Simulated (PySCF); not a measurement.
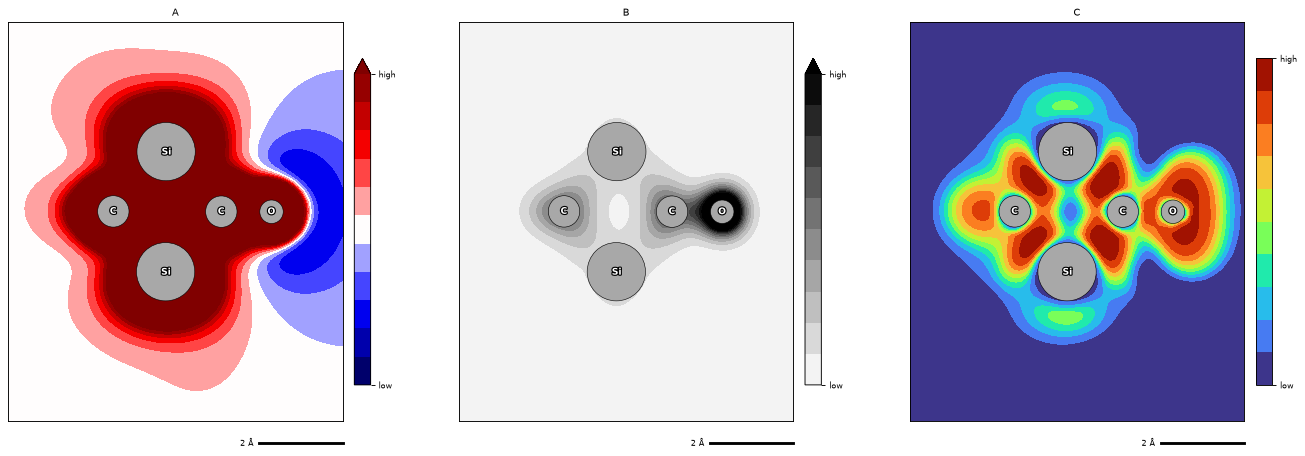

C$_{4}$H$_{8}$OSi$_{2}$: 3 fields on the plane of atoms Si3, C6 and O7, with unlabelled colour scales. Grey discs cover the atomic cores.

Geometry: GFN2-xTB.

The calculation used PBE0/pcSseg-1, SCF density, gas phase, non-relativistic in PySCF 2.14.0.

Input

```
{"job": {"kind": "nmr", "xc": "PBE0", "basis": "pcSseg-1"}, "charge": 0, "multiplicity": 1}
C      2.071712    -1.307004    -0.357690
C      1.965502    -0.201091     0.365339
Si     0.475001     0.942291     0.380637
C     -0.782234     0.710303    -1.056893
Si    -2.180501    -0.103598    -0.026056
C     -0.987458     0.235585     1.488578
O     -1.114669     0.089277     2.677169
H      2.935365    -1.952564    -0.305281
H      1.298031    -1.616917    -1.041832
H      2.777610     0.052412     1.036376
H      0.892570     2.317816     0.664327
H     -1.081902     1.652148    -1.512362
H     -0.415840     0.096966    -1.876890
H     -2.405413    -1.523001    -0.294848
H     -3.452188     0.615366     0.010169
```

Command:

```sh
OMP_NUM_THREADS=1 python probes_run.py task.json out
```

> The panels show electron density, electron localisation function and electrostatic potential in some order. Assign them.

Panel A: electrostatic potential (strongly positive close to the atoms, with negative regions outside electron-rich atoms). Panel B: electron density. Panel C: electron localisation function. From the grid: C–O (1.20 Å): the density is about 3.3 e/Å³ at the midpoint; the ELF peaks at about 0.85 between the atoms: a multiple bond.
